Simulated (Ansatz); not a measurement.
## Ca (Fm-3m): the Drude term of Re ε in the infrared

Re ε of Ca (Fm-3m) at low photon energies is read from one computed spectrum; the carriers' damping was typed as γ = 0.05 eV.

Cell: a, b, c = 3.952, 3.952, 3.952 Å (primitive vectors), 1 atoms.

Method: Ansatz 0.2.0, PBE, independent particles, k-mesh 10×10×10 with interpolation inside its cells, Gaussian parameter 0.15 eV.

Launch of the response step: `ansatz run input.yaml --threads 4 --pin off --max-ram 8192MiB --backend cpu --events-out ev --progress --plain --runs-dir out`. The run took 4 s, on 4 threads of Intel(R) Xeon(R) Platinum 8488C (Sapphire Rapids), on a shared host.

```tsv
photon energy E (eV)	wavelength (µm)	Re ε
0.25	4.96	?
0.30	4.13	-192.6
0.35	3.54	-148.3
0.40	3.10	-117.4
0.50	2.48	-77.1
0.60	2.07	-51.8
0.70	1.77	-35.1
```

A Drude term over a constant background gives Re ε = ε_b − ωp²/(E² + γ²), linear in 1/(E² + γ²).

Working, on the rows shown:

| x = 1/(E² + γ²) (eV⁻²) | y = Re ε |
| --- | --- |
| 10.8108 | -192.6 |
| 8 | -148.3 |
| 6.15385 | -117.4 |
| 3.9604 | -77.1 |
| 2.75862 | -51.8 |
| 2.03046 | -35.1 |

Means: x̄ = 5.619, ȳ = -103.72. Σ(x − x̄)(y − ȳ) = -1014, Σ(x − x̄)² = 56.72. Slope = -1014 / 56.72 = -17.87; intercept = ȳ − slope · x̄ = -3.2826. The line misses the rows shown by at most 4.5.

**Question.** What does the fit predict for the withheld row, and how well does it do?

**Answer.** At x = 15.385 the line gives y = -278.27. The run gave -261.5, so the extrapolation is off by 17, 7 % of the range in the table. Beyond its data the fit drifts from the curve.

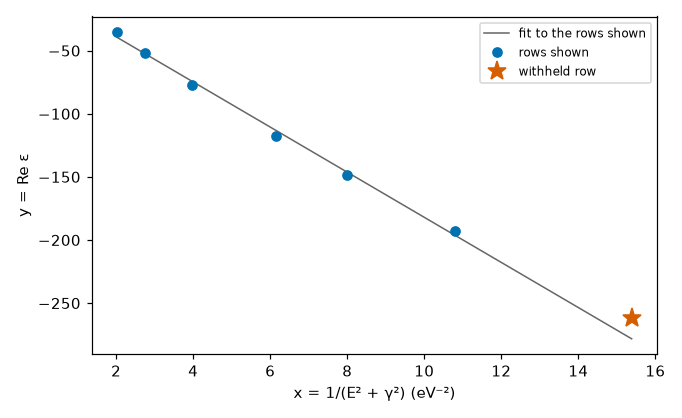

Refitted with all rows, the slope is -16.86 and the intercept -7.9967. These give ωp = √(−slope) = 4.11 eV, against 4.23 eV from the program's Fermi-surface sum, and an intercept of -8.0. Taking the program's Drude term off the rows leaves 14 at the lowest energy and 1 at the highest, so the background isn't constant: interband transitions lie in or near the window, and neither fitted number can be trusted. The values come from a sum over the points of one k-mesh and carry its error, which is largest for Fermi-surface quantities.

[Logs are printed without paths, hosts, clocks, repeated set-up lines and the standing remarks that a program may print on its own settings, such as how far it seeks lower states.]
